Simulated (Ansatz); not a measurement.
## Electronic structure of F3H2O2Ta···HCl in real space

The calculation's input:

```
crystal:
  periodic: [false, false, false]
  atoms:
    - { symbol: Ta, position_ang: [0.0, 0.0, 0.0] }
    - { symbol: F, position_ang: [2.28, 0.0, 0.0] }
    - { symbol: F, position_ang: [0.0, 0.0, 1.93] }
    - { symbol: O, position_ang: [0.0, 0.0, -2.02] }
    - { symbol: H, position_ang: [-0.6343, -0.71, -2.3571] }
    - { symbol: O, position_ang: [-1.01, 1.7493, 0.0] }
    - { symbol: H, position_ang: [-1.4859, 1.8638, 0.8834] }
    - { symbol: F, position_ang: [-0.965, -1.6714, 0.0] }
    - { symbol: Cl, position_ang: [0.8734, -2.2249, 1.3999] }
    - { symbol: H, position_ang: [2.0981, -1.0936, 0.6881] }
basis:
  gaussian: { orbitals: def2-SVP }
hamiltonian:
  xc: pbe
  dispersion: d4
relax:
  f_tol: 0.15
  max_steps: 25
  restrain:
    - { distance: [0, 8], at: 3.67, k: 30.0 }
    - { distance: [9, 1], at: 2.12, k: 30.0 }
    - { distance: [0, 1], at: 1.93, k: 30.0 }
    - { distance: [9, 8], at: 1.37, k: 30.0 }
output:
  orbitals: {}
```

Command:

```sh
ansatz run input.yaml --threads 4 --pin off --max-ram 5120MiB --backend cpu --events-out ev --progress --plain --runs-dir out
```

The fields are those of the run's last geometry, not of the input's.

Core potentials replace the inner electrons of Ta; not at a stationary point (largest force 1.0 eV/Å).

These are results of RKS PBE-D4/def2-SVP in Ansatz 0.2.0, not measurements.

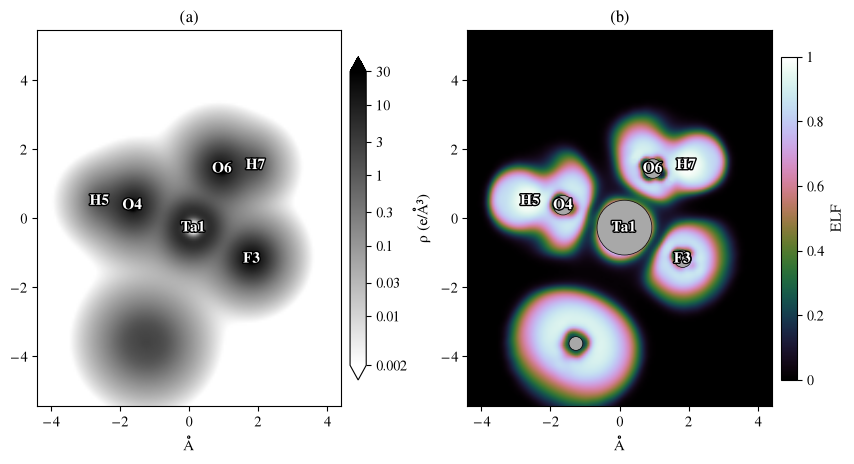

Figure 1. (a) electron density; (b) ELF on the plane of atoms F3, Ta1 and O6. Grey discs cover the atomic cores in the ELF map.

> What do the fields say about this system?

The plane passes through Ta, F, O and H nuclei.
Ta–F (1.91 Å): ρ at the midpoint is about 0.92 e/Å³; the ELF peaks at about 0.85 in the valence shell of F, 0.6 Å from its nucleus, and drops to about 0.20 between the two atoms.
Ta–O (1.89 Å): ρ at the midpoint is about 1 e/Å³; the ELF peaks at about 0.80 in the valence shell of O, 0.6 Å from its nucleus, and drops to about 0.20 between the two atoms.
O–H (0.97 Å): ρ is about 3.6 e/Å³ halfway; the ELF climbs to about 1 towards the hydrogen, as it does in any bond to H: a covalent bond by its length.
The ELF also peaks beside Cl9, away from the bonds: lone-pair regions.

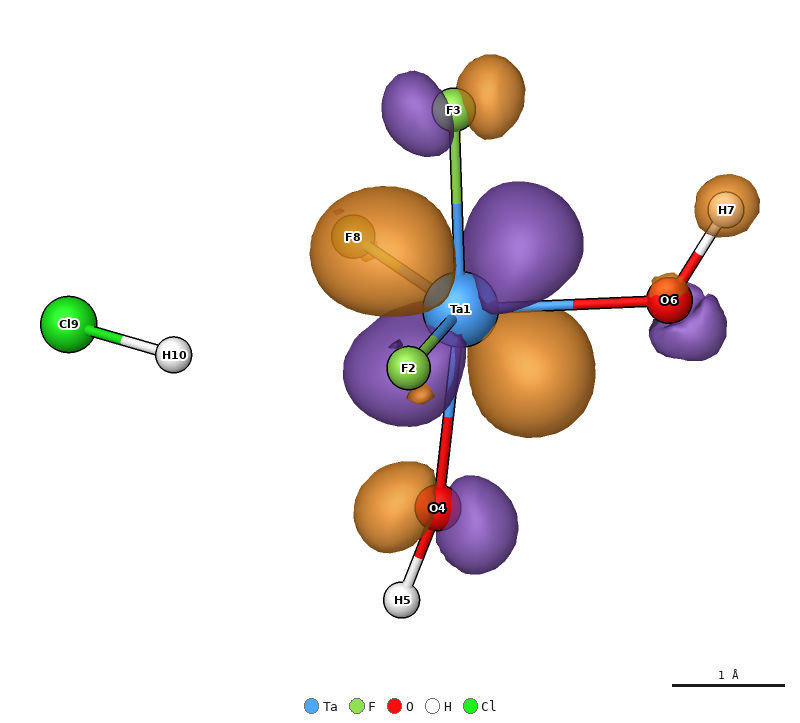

Figure 2. The LUMO at ±0.2 Å⁻³ᐟ² (orange and purple are the two phases), seen at a tilt.

> Where does this orbital lie, and at what energy?

Its weight (Hirshfeld) is mainly on Ta1 (about 65 %), O4 (about 10 %), F3 (about 10 %) and O6 (about 5 %). Its energy is −2.59 eV.

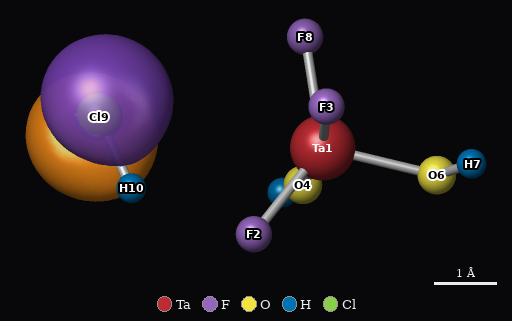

Figure 3. One frontier orbital at ±0.15 Å⁻³ᐟ² (orange and purple are the two phases), seen from one side.

> Which orbital is it: HOMO or LUMO?

The HOMO, at −7.68 eV. Its weight (Hirshfeld) is mainly on Cl9 (about 95 %); largely a lone pair of Cl9.
